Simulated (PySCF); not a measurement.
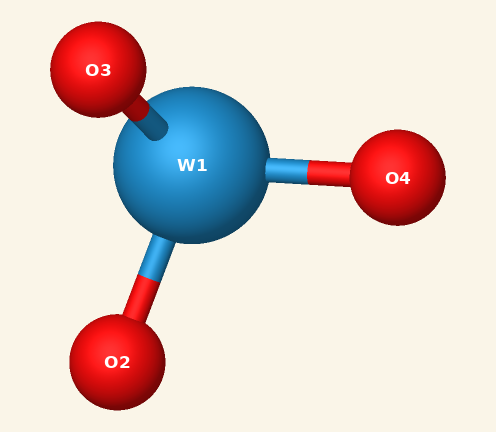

Every bond is drawn as one stick. The species is neutral and a spin singlet. The geometry was computed by an optimisation with PBE0/def2-TZVP with core potentials. Level of theory: PBE0/def2-TZVP, core potentials on W (PySCF 2.14.0).

List the Mayer bond orders of W1–O2 (one bond of each equivalent set).

| bond | Mayer order | length (Å) |
| --- | --- | --- |
| W1–O2 | 2.01 | 1.716 |

The search tried a few shapes and spins; others may lie lower.
